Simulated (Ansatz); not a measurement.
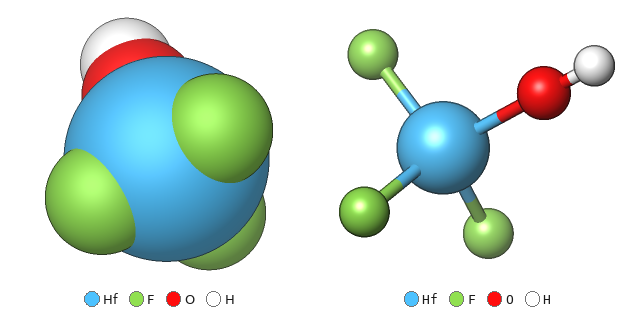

The same structure drawn twice, from different directions.

Charge 0, singlet. Computed geometry: PBE0-D4/def2-TZVP optimisation.

Identify the structure.

It has 6 atoms: 3 fluorine, 1 hydrogen, 1 hafnium and 1 oxygen (F3HHfO). The point group is Cs. Coordination: 1 Hf tetrahedral; 1 O linear.

The parts below concern this one geometry. Atoms keep their numbers from picture to picture.

### Electronic properties

Properties computed with RKS PBE0-D4/def2-TZVP, core potentials on Hf (Ansatz 0.2.0).

What is the harmonic zero-point energy?

Answer. 47.7 kJ/mol.

Estimate the dipole moment.

Answer. 2.73 D.

### Charges

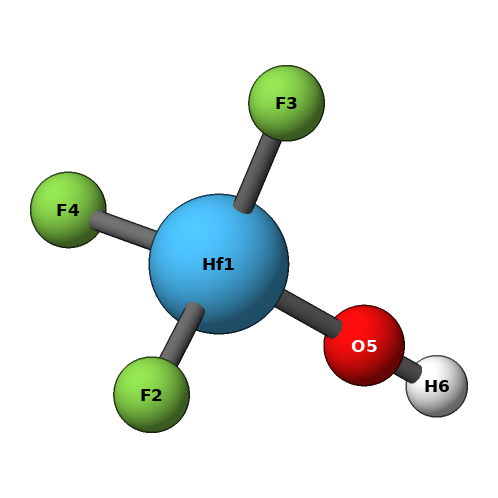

The questions are on Mulliken charges. Properties computed with RKS PBE0-D4/def2-TZVP, core potentials on Hf (Ansatz 0.2.0).

List the Mulliken charges.

```json
{"atom": "Hf1", "value (e)": "1.68"}
{"atom": "F2", "value (e)": "−0.44"}
{"atom": "F3", "value (e)": "−0.44"}
{"atom": "F4", "value (e)": "−0.44"}
{"atom": "O5", "value (e)": "−0.71"}
{"atom": "H6", "value (e)": "0.34"}
```

### Vibrations

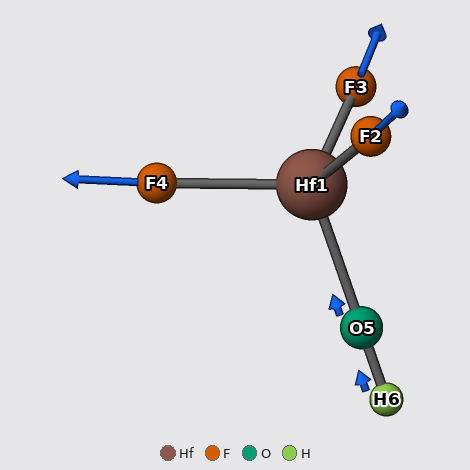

The arrows show one normal mode. Harmonic vibrations computed with RKS PBE0-D4/def2-TZVP, core potentials on Hf (Ansatz 0.2.0) at a stationary point of the same level.

Describe the motion.

Answer. Mostly in-phase stretching of 3 Hf–F bonds.

At what wavenumber does it lie?

Answer. 654 cm⁻¹; it is mode 10 of 12 counted from the lowest.

### Thermal motion

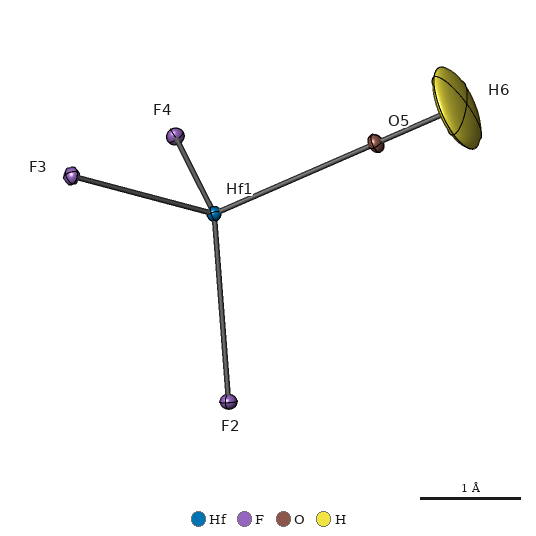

Displacement ellipsoids at the 50 % level, from the internal vibrations of the free molecule (harmonic, no overall translation or rotation; no half-axis is drawn under 0.075 Å). Vibrations computed with RKS PBE0-D4/def2-TZVP, core potentials on Hf (Ansatz 0.2.0). Temperature: 100 K.

Which atom moves most?

Answer. H6, with U_eq = 0.0563 Å².

Does H6 move more along its bond or across it?

Answer. Across it: the root-mean-square amplitude is 0.073 Å along the bond and up to 0.286 Å across, since bending and torsion are softer than stretching.

List U_eq and the three principal root-mean-square amplitudes for each kind of atom.

| atom | U_eq (Å²) | rms amplitudes (Å) |
| --- | --- | --- |
| Hf1 | 0.00012 | 0.011, 0.011, 0.011 |
| F2, F3, F4 | 0.0028 | 0.038, 0.058, 0.060 |
| O5 | 0.0032 | 0.038, 0.064, 0.064 |
| H6 | 0.0563 | 0.073, 0.286, 0.286 |

Mulliken values depend strongly on the basis set and can even reverse the polarity of a bond.
